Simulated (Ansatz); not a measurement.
# OF2 (oxygen difluoride) at 6 levels

Wanted: a comparison of 6 runs (HF/STO-3G, UHF/STO-3G, B2PLYP/STO-3G, HSE06/STO-3G, wB97M-V/STO-3G, FCI/STO-3G) of OF2 (oxygen difluoride). 

Program for the calculation: Ansatz 0.2.0.

50 further runs of the same task are left out: 8 that didn't finish, 42 set aside as unsound or not needed.

## 1. Starting point

The species is OF2 (3 atoms), meant as a singlet with charge 0. SMILES: `FOF`. The O2–F1 distance was set to 3.414 Å, away from the relaxed value. At this shape a bond of the SMILES string is far longer than usual.

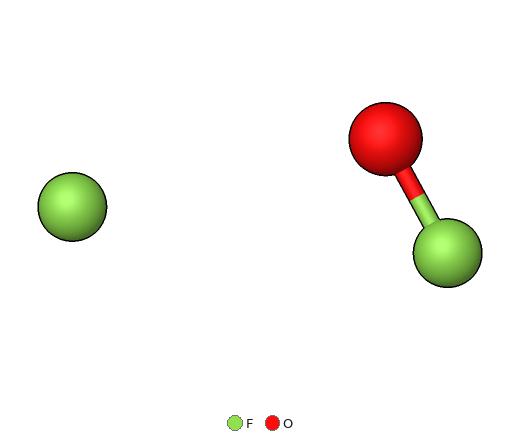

Viewed from a chosen angle; fluorine green, oxygen red.

## 2. A single-point energy at HF/STO-3G (run 1)

The input, input.yaml:

```yaml
crystal:
  periodic: [false, false, false]
  atoms:
    - symbol: F
      position_ang: [2.389359, -1.643656, 1.137136]
    - symbol: O
      position_ang: [0.000730, 0.544900, 0.060070]
    - symbol: F
      position_ang: [-0.956920, -0.214370, -0.550970]
basis:
  gaussian:
    orbitals: STO-3G
hamiltonian:
  xc: hf
accuracy: high
```

Started as:

```sh
$ ansatz run input.yaml --threads 1 --pin off --max-ram 2610MiB --events-out events.jsonl --progress --plain --runs-dir runs
```

The program printed:

```text
Warning: RAYON_NUM_THREADS=1 ignored (pool sized by the plan → 1); use --threads N
Functional definition: HF
  name "HF"
  exchange = exact_x
  correlation = 0
222 factors; integrals over basis functions are off by at most 5.2e-8 eV
mean field evaluation 1: about -7320.9293 eV, gradient 1.4e1 eV
mean field evaluation 2: about -7320.9915 eV, gradient 1.4e1 eV
mean field evaluation 4: about -7316.4907 eV, gradient 3.7e1 eV
mean field evaluation 8: about -7330.9749 eV, gradient 1.8e0 eV
mean field evaluation 16: about -7330.9903 eV, gradient 2.3e-8 eV
mean field evaluation 32: about -7331.1082 eV, gradient 6.5e-2 eV
mean field evaluation 64: about -7321.8983 eV, gradient 2.0e0 eV
mean field -7331.10871011 eV, -269.4132758925 hartree, gradient 2.6e-8 eV, S^2 0.000000; 3 other end points of the search recorded, 0 dependent functions left out
reference -7331.10871011 eV, -269.4132758925 hartree; 13, 13 occupied and 2, 2 virtual orbitals, 222 factors
Total energy: -7331.10871011 eV, -269.4132758925 hartree
```

It took 0.1 s on 1 thread of Arm Neoverse V2, shared host.

## 3. A single-point energy at UHF/STO-3G (run 2)

The input, input.yaml:

```yaml
basis:
  gaussian:
    orbitals: STO-3G
crystal:
  periodic: [false, false, false]
  atoms:
    - {symbol: F, position_ang: [2.389359, -1.643656, 1.137136]}
    - {symbol: O, position_ang: [0.000730, 0.544900, 0.060070]}
    - {symbol: F, position_ang: [-0.956920, -0.214370, -0.550970]}
hamiltonian:
  xc: hf
accuracy: high
magnetization:
  spin_polarized: true
  initial_magnetization: 0
```

Started as:

```sh
$ ansatz run input.yaml --threads 1 --pin off --max-ram 2610MiB --events-out events.jsonl --progress --plain --runs-dir runs
```

The program printed, cut to the lines that bear on the results:

```text
Warning: RAYON_NUM_THREADS=1 ignored (pool sized by the plan → 1); use --threads N
[... 2 set-up lines as earlier in the session ...]
[...]
222 factors; integrals over basis functions are off by at most 5.2e-8 eV
[...]
mean field -7341.31097169 eV, -269.7882020903 hartree, gradient 1.9e-8 eV, S^2 1.036995; 20 other end points of the search recorded, 0 dependent functions left out
reference -7341.31097169 eV, -269.7882020903 hartree; 13, 13 occupied and 2, 2 virtual orbitals, 222 factors
Total energy: -7341.31097169 eV, -269.7882020903 hartree
```

Wall time 0.44 s (1 thread of Arm Neoverse V2, shared host).

Runs 3 to 5 aren't shown in full; the table further down has their settings and results.

## 4. The energy at FCI/STO-3G (run 6)

The input, input.yaml:

```yaml
crystal:
  periodic: [false, false, false]
  atoms:
    - {symbol: F, position_ang: [2.389359, -1.643656, 1.137136]}
    - {symbol: O, position_ang: [0.000730, 0.544900, 0.060070]}
    - {symbol: F, position_ang: [-0.956920, -0.214370, -0.550970]}
basis:
  gaussian:
    orbitals: STO-3G
correlation:
  method: fci
  frozen_orbitals: {F: 1, O: 1}
accuracy: high
```

Started as:

```sh
$ ansatz run input.yaml --threads 1 --pin off --max-ram 2610MiB --events-out events.jsonl --progress --plain --runs-dir runs
```

The program printed:

```text
Warning: RAYON_NUM_THREADS=1 ignored (pool sized by the plan → 1); use --threads N
[... 22 lines left out ...]
3 core orbitals not correlated: weight in the atoms' cores, before any rotation towards them, 1.000 or more for the frozen orbitals, at most 0.000 for the correlated occupied ones
[... 2 lines left out ...]
Total energy: -7343.15729785 eV, -269.8560533254 hartree
```

It took 0.99 s on 1 thread of Arm Neoverse V2, shared host.

## 5. The series

```tsv
run	level	frozen core orbitals	energy (Eh)	wall time
1	HF/STO-3G	–	-269.413276	0.1 s
2	UHF/STO-3G	–	-269.788202	0.44 s
3	B2PLYP/STO-3G	3	-270.448064	2.6 s
4	HSE06/STO-3G	–	-270.374799	1.8 s
5	wB97M-V/STO-3G	–	-270.584109	41 s
6	FCI/STO-3G	3	-269.856053	0.99 s
```

## 6. Outcome

| quantity | value |
| --- | --- |
| run 6: total energy | -269.85605 Eh |
| run 6: correlation energy (3 core orbitals frozen) | -442.8 mEh |

In words: Against full CI in this basis: HF +442.8 mEh; UHF +67.9 mEh. Totals of different functionals can't be ranked against each other. In run 3 the log says that unrestricted orbitals would lower the reference, so the values rest on an unstable closed-shell determinant (other closed-shell runs at this shape may share the fault). In runs 1, 2, 3, 4, 5, 6 the basis is minimal, so the values are rough. In runs 1, 3, 4, 5 a closed-shell determinant meets a far-stretched bond, which it describes badly. Spin contamination of the reference: run 2 ⟨S²⟩ = 1.04. Where it is this large, the reference is a mixture of spin states, and values that rest on it are in doubt. All runs together took 47 s, the longest 41 s.
